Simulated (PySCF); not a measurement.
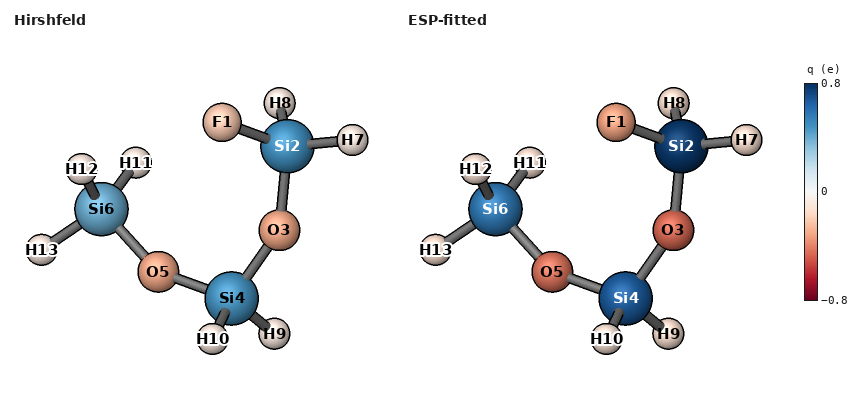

Atomic charges of one calculation by 2 schemes, on one colour scale. The computed structure is the end point of a GFN2-xTB optimisation. No frequency run is at hand to confirm it as a minimum. Level of theory: PBE0/pcSseg-1 (PySCF 2.14.0).

### Which scheme gives the most polar picture (largest mean size of the charges)?

The ESP-fitted charges are the largest in size here.

### On which atom do the schemes disagree most?

On Si2 (from 0.49 to 0.77 e).

List the charges (e), one line for each set of equivalent atoms.

```csv
atom,Hirshfeld,ESP-fitted
F1,−0.21,−0.31
Si2,0.49,0.77
O3,−0.30,−0.45
Si4,0.47,0.67
O5,−0.31,−0.43
Si6,0.40,0.57
H7,−0.07,−0.12
H8,−0.07,−0.12
H9,−0.08,−0.12
H10,−0.08,−0.11
H11,−0.08,−0.11
H12,−0.08,−0.10
H13,−0.08,−0.12
```

The geometry is semi-empirical. Around Si such bond lengths and angles can be off by a tenth of an ångström or more and by several degrees, and values that hang on the shape move with them.
